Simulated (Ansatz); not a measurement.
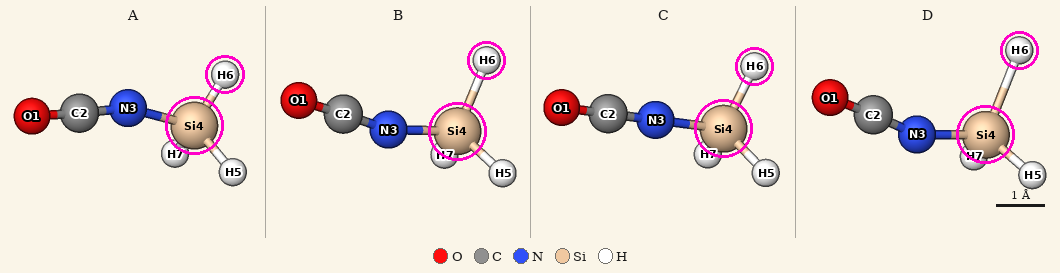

CH$_{3}$NOSi: the Si4–H6 distance is varied, with all other coordinates relaxed. A ball-and-stick model, seen at a tilt. The ringed atoms are those of the scanned coordinate.

Level of theory: r2SCAN-D4 (def2-TZVPP, Ansatz), on geometries relaxed under the constraint at PBE0-D4/def2-TZVP. Energies are counted from the PBE0-D4/def2-TZVP minimum geometry at the same level.

Q: Order these geometries by energy, lowest first.

A: Lowest first: C (the distance 1.482 Å, 0.0 kJ/mol), B (the distance 1.628 Å, 15.0 kJ/mol), A (the distance 1.274 Å, 50.2 kJ/mol), D (the distance 1.926 Å, 93.3 kJ/mol). Over the whole scan: the lowest computed point lies at the distance 1.482 Å (0.0 kJ/mol). The end points stand at 50.2 kJ/mol (1.274 Å) and 93.3 kJ/mol (1.926 Å). The curvature at the lowest point is about 18 eV/Å² (2.8 mdyn/Å). The well is steeper on the short side, as for any bond.
